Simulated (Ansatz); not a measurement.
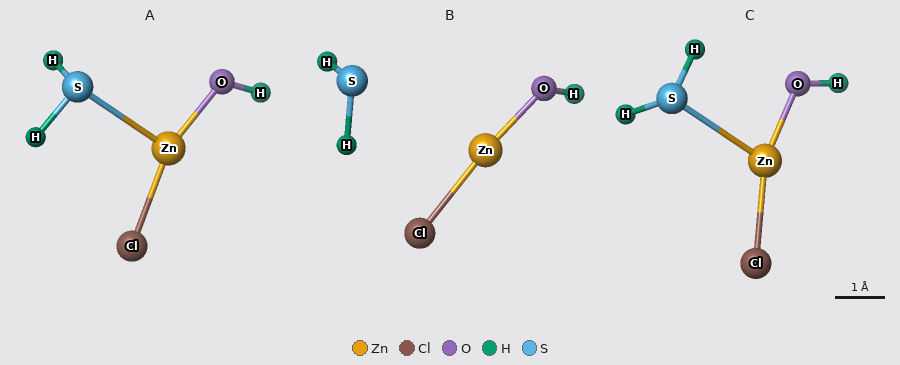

3 geometries from one relaxation of ZnH3SOCl, in shuffled order. The picture is a ball-and-stick view, seen at a tilt.

The run prepares an end point of a later path (reaction) calculation, from a guessed geometry.

These are results of Ansatz 0.2.0, RKS PBE0/def2-SVPD, not measurements. (no spin polarisation; force threshold 0.03 eV/Å; at most 50 steps)

Question: Put them in the order of the run, from the start to the converged end.

Answer: B, A, C. They are steps 0, 6, 21, at +9.28 kcal/mol, +1.00 kcal/mol relative to the last. The atom that moves furthest after the best rigid fit is an H atom (1.46 Å). Largest moves by element: H 1.46 Å, Cl 1.01 Å, O 0.97 Å, S 0.57 Å, Zn 0.54 Å. Some distances before and after: S–Zn 3.461 → 2.565 Å, Cl–Zn 2.211 → 2.152 Å, O–Zn 1.781 → 1.820 Å, H–S 1.381 → 1.352 Å. New bonds form, among them: S–Zn (3.46 → 2.56 Å). Bond angles that change, for instance: Cl–Zn–O 174.7° → 158.6°. Over 19 accepted moves (21 points after the start) the energy falls by 9.28 kcal/mol. The largest force component goes from 0.95 to 0.017 eV/Å. The line search rejected the trial steps at points 9, 15 of the run. The forces were under the threshold at step 10, but the run went on from there. The run took 46 s on 4 threads of Arm Neoverse V2, with other jobs on the host, peak memory 0.36 GiB.

Limits of the set-up: the start holds two separate molecules, 2.6 Å apart at their closest, whose relative position is a soft coordinate and is computed without a dispersion correction.
